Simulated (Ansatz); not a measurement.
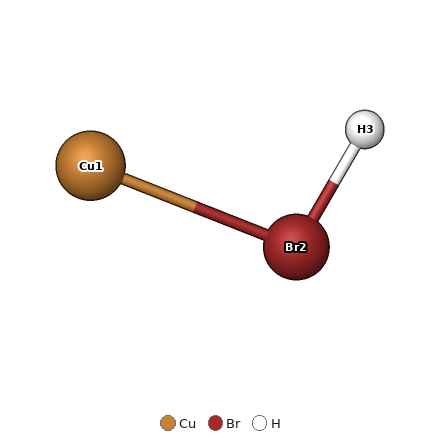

The system is BrCuH, charge +1; the picture shows the reference structure. The turn is about an axis along (−0.59, 0.81, 0.00) in the frame of the relaxed pair, normal to the line between the partners. First axis: distance Br2···Cu1. Second axis: turn of Cu1 about Br2. Grid: 9 × 9 points. At 7 points there is no value (left out of the scan, as a rule where atoms come close). Points are written as (first, second). All energies are given in eV relative to the lowest grid point. Energies and slopes of some neighbouring points disagree (a jump in structure or state, or too coarse a mesh). Theory: RKS wB97X-V/def2-SVPD in Ansatz 0.2.0.

Its coordinates:

```xyz
3

Cu   -0.0905   -0.0661   -1.7057
Br   -0.4961   -0.3625    0.6012
H     0.5865    0.4285    1.1045
```

Range: distance Br2···Cu1 from 1.983 to 3.383 Å; turn of Cu1 about Br2 from −90.0 to 90.0°.

What landscape does the calculation give?

The lowest grid point is at (2.338 Å, 0.0°). The highest grid point, (2.184 Å, −67.5°), lies 2.53 eV above the lowest.

```tsv
turn of Cu1 about Br2 ↓, distance Br2···Cu1 →	1.983	2.059	2.184	2.338	2.514	2.708	2.919	3.144	3.383
90.0	1.64	1.28	0.95	0.79	0.78	0.84	0.94	1.03	1.11
67.5	1.59	1.24	0.91	0.75	0.74	0.81	0.91	1.01	1.10
45.0	1.28	0.92	0.59	0.45	0.47	0.57	0.71	0.86	0.98
22.5	0.95	0.58	0.26	0.13	0.18	0.32	0.50	0.68	0.84
0.0	0.83	0.46	0.13	0.00	0.05	0.21	0.41	0.61	0.79
−22.5	1.03	0.64	0.28	0.13	0.17	0.31	0.50	0.69	0.87
−45.0	1.55	1.11	0.70	0.49	0.48	0.58	0.73	0.89	1.04
−67.5	–	–	2.53	1.63	1.18	1.04	1.05	1.14	1.23
−90.0	–	–	–	–	–	2.08	1.52	1.37	1.38
```

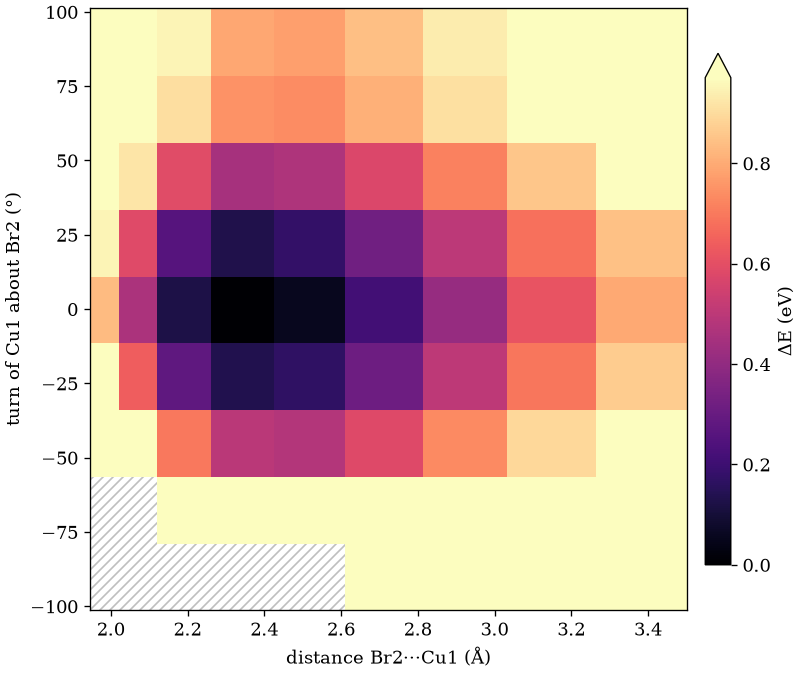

Drawn: one coloured cell a grid point, one colour for all values above the top of the scale, hatched blanks where no value was computed.

Each point was launched as `ansatz run input.yaml --threads 1 --pin off --max-ram 2560MiB --backend cpu --events-out ev --progress --plain --runs-dir out`. The whole map (74 points run) took 14 min on 1 thread of Arm Neoverse V1, with other jobs on the host.
